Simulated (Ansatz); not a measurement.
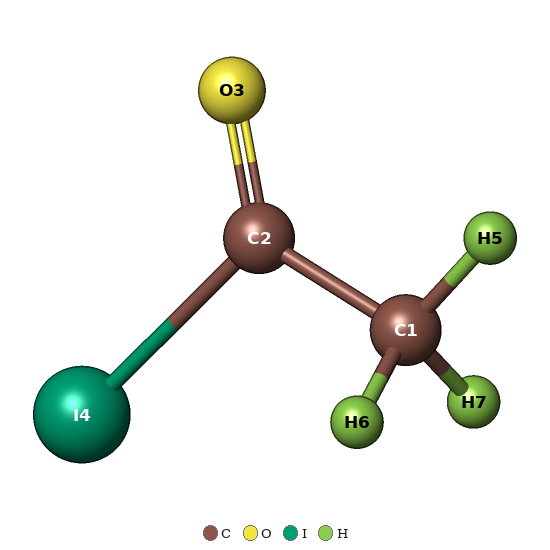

Harmonic vibrations computed with RKS PBE0-D4/def2-TZVP, core potentials on I (Ansatz 0.2.0) at a stationary point of the same level.

Q: How many imaginary frequencies does it have?

A: A minimum: no imaginary frequency, and the lowest mode lies at 137 cm⁻¹.

Q: List the wavenumbers.

A: 15 modes: 137, 270, 299, 477, 561, 952, 1022, 1096, 1372, 1449, 1449, 1918, 3066, 3153, 3169 cm⁻¹.
